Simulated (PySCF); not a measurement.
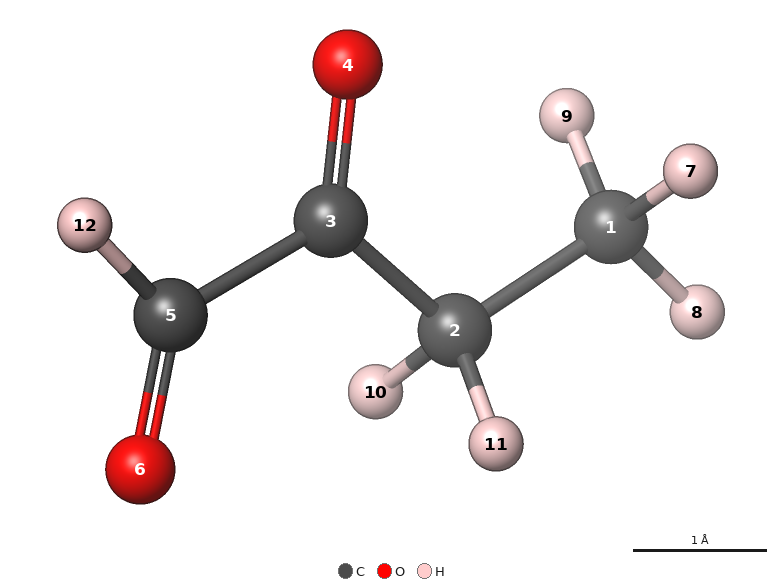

Orthographic view. Atoms fade into the background with distance from the viewer. Computed geometry: PBE0-D3(BJ)/def2-SVP optimisation. No frequency run is at hand to confirm it as a minimum.

Write a MOL file (V2000) with the atoms in numerical order, bonds sorted by atom number with the orders drawn, and coordinates in the frame of the picture: x right, y up, z towards the viewer, origin at the mean position.

```
C4H6O2
                    3D

 12 11  0  0  0  0  0  0  0  0999 V2000
    1.4900    0.3500   -0.8600 C   0  0  0  0  0  0  0  0  0  0  0  0
    0.3100   -0.4300   -0.3200 C   0  0  0  0  0  0  0  0  0  0  0  0
   -0.6300    0.4000    0.5000 C   0  0  0  0  0  0  0  0  0  0  0  0
   -0.5000    1.5800    0.7200 O   0  0  0  0  0  0  0  0  0  0  0  0
   -1.8400   -0.3100    1.1100 C   0  0  0  0  0  0  0  0  0  0  0  0
   -2.0700   -1.4800    0.9400 O   0  0  0  0  0  0  0  0  0  0  0  0
    2.0900    0.7800   -0.0400 H   0  0  0  0  0  0  0  0  0  0  0  0
    2.1400   -0.2900   -1.4700 H   0  0  0  0  0  0  0  0  0  0  0  0
    1.1600    1.2000   -1.4800 H   0  0  0  0  0  0  0  0  0  0  0  0
   -0.2900   -0.8900   -1.1200 H   0  0  0  0  0  0  0  0  0  0  0  0
    0.6200   -1.2800    0.3000 H   0  0  0  0  0  0  0  0  0  0  0  0
   -2.4900    0.3700    1.7100 H   0  0  0  0  0  0  0  0  0  0  0  0
  1  2  1  0
  1  7  1  0
  1  8  1  0
  1  9  1  0
  2  3  1  0
  2 10  1  0
  2 11  1  0
  3  4  2  0
  3  5  1  0
  5  6  2  0
  5 12  1  0
M  END
```
